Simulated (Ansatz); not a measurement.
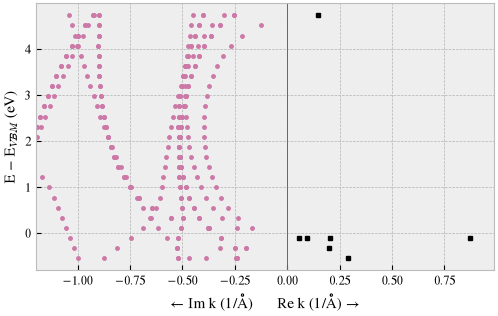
Figure: Complex bands at the centre of the two-dimensional zone; r2SCAN run with Ansatz (a quantum-chemistry and plane-wave program)

The gap is the functional's own. No spin-orbit coupling. Mid-gap values are those at the computed energy nearest the middle.

This is ZrO₂ (P4_2/nmc, 6 atoms a cell, 11.3 Å³ an atom) along the normal of (100). Read off the slowest decay at the centre of the two-dimensional zone at 2.31 eV, the computed energy nearest the middle of the gap.

κ ≈ 0.40 1/Å, a decay length 1/(2κ) of the density of 1.3 Å.
